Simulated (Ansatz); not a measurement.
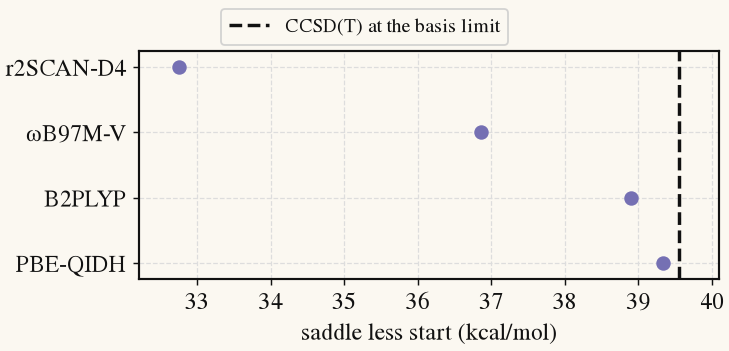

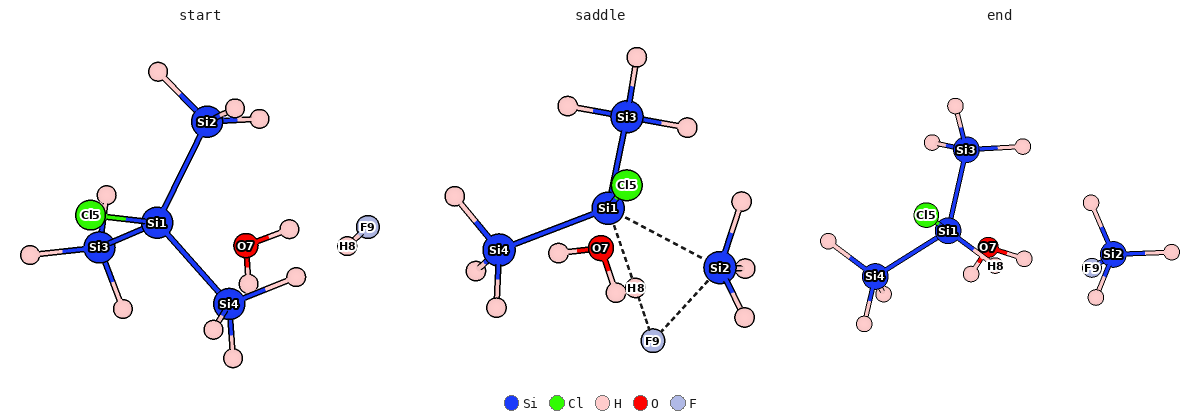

Height of the saddle over the start in one step of Si₄H₁₂OClF at several levels. In the step Si1–H8 (3.99 → 1.76 → 1.49 Å) and Si2–F9 (4.10 → 2.09 → 1.62 Å) form; Si1–Si2 (2.34 → 2.58 → 4.22 Å) and H8–F9 (0.93 → 1.27 → 2.95 Å) break (lengths at start, saddle and end; changes of bond order aren't listed). Electronic energies at PBE0-D4/def2-TZVP geometries, energies in def2-TZVPP, the Ansatz code 0.2.0; cores frozen in correlated methods, no zero-point terms. Start and end are the structures at the ends of the path (complexes, where there are several molecules). The line is the MP2 basis limit plus CCSD(T) less MP2 in triple zeta. B2PLYP and PBE-QIDH hold a correlation term that converges slowly with the basis, so part of the distance to the limit is basis error. No dispersion term is added to B2PLYP and PBE-QIDH. The limit lies 1.1 kcal/mol from CCSD(T) in triple zeta, so the line itself is uncertain by a part of that.

### What range do the values span, the line included?

From 32.8 kcal/mol (r2SCAN-D4) to 39.6 kcal/mol (CCSD(T) at the basis limit).

### Give the values.

| level | kcal/mol | less CCSD(T) at the basis limit |
| --- | --- | --- |
| r2SCAN-D4 | 32.8 | −6.8 |
| ωB97M-V | 36.9 | −2.7 |
| B2PLYP | 38.9 | −0.7 |
| PBE-QIDH | 39.3 | −0.2 |
| CCSD(T) at the basis limit | 39.6 | 0.0 |
